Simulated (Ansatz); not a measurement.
## Electronic structure of FHSi₃ in real space

The calculation's input:

```
crystal:
  periodic: [false, false, false]
  atoms:
    - {symbol: F, position_ang: [-0.063775, 2.928183, 0.401743]}
    - {symbol: Si, position_ang: [1.010962, 1.808802, -0.120397]}
    - {symbol: Si, position_ang: [2.456159, 1.825891, -1.765658]}
    - {symbol: Si, position_ang: [0.531941, 2.588896, -2.540180]}
    - {symbol: H, position_ang: [0.841047, 0.721222, 0.888397]}
basis:
  gaussian:
    orbitals: def2-TZVPD
hamiltonian:
  xc: pbe0
output:
  forces: true
  orbitals: {seedname: orbitals}
```

Launched as:

```sh
ansatz run input.yaml --threads 1 --pin off --max-ram 2610MiB --events-out events.jsonl --progress --plain --runs-dir runs
```

Geometry: r2SCAN-D4/def2-SVP.

The calculation used isolated molecule in a Gaussian basis; Kohn-Sham density functional theory, functional PBE0 (Ansatz 0.2.0).

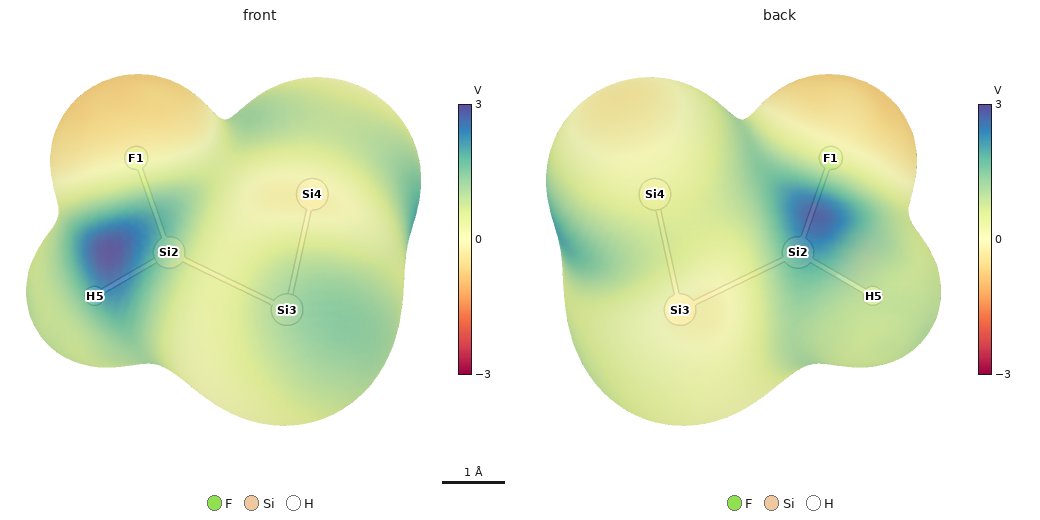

Figure 1. The molecular electrostatic potential painted on the density surface at 0.004 e/bohr³, seen from the front and from behind; red is negative and blue positive.

> Which sites attract a positive test charge, and which a negative one?

A positive charge is drawn to the negative regions and a negative charge to the positive ones. The most negative region (about −0.7 V, or −16 kcal/mol for a unit charge) lies over F1, the most positive (about +2.9 V, or +67 kcal/mol for a unit charge) over Si2.

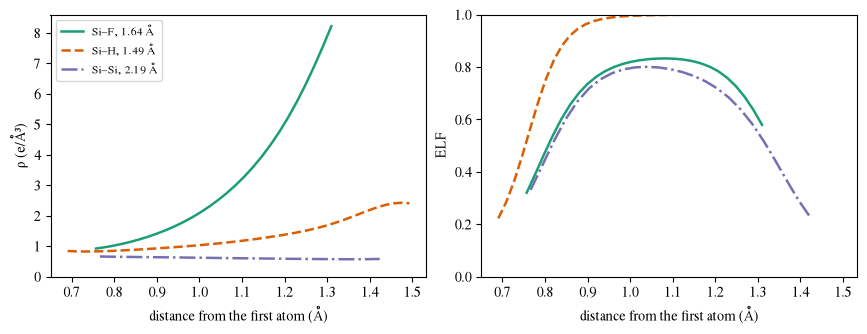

Figure 2. Total electron density and electron localisation function along straight lines between neighbouring atoms. The curves leave out the atomic cores.

> Compare the contacts.

Si–F (1.64 Å): the density is about 1.1 e/Å³ at the midpoint; the ELF peaks at about 0.85 in the valence shell of F, 0.6 Å from its nucleus, and is about 0.55 at the midpoint.
Si–H (1.49 Å): ρ at the midpoint is about 0.83 e/Å³; the ELF climbs to about 1 towards the hydrogen, as it does in any bond to H.
Si–Si (2.19 Å): ρ is about 0.6 e/Å³ halfway; the ELF peaks at about 0.80 between the atoms (a shared electron pair).

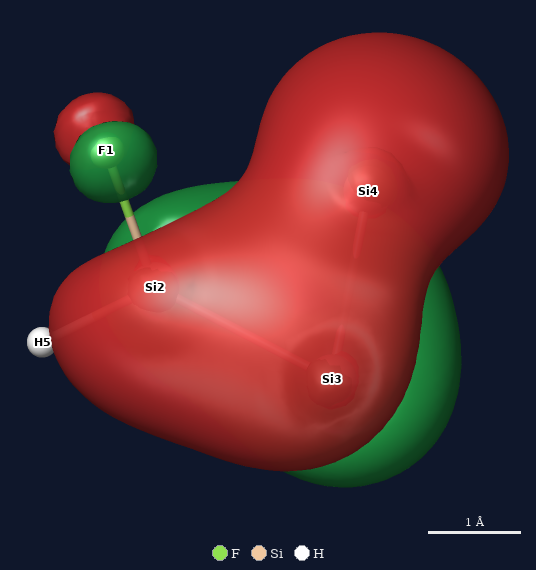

Figure 3. The HOMO−1 at ±0.08 Å⁻³ᐟ² (green and red are the two phases), seen across its widest extent.

> Describe this orbital and give its energy.

It lies mainly on Si3 (about 35 %), Si4 (about 35 %) and Si2 (about 25 %). Its energy is −6.76 eV.
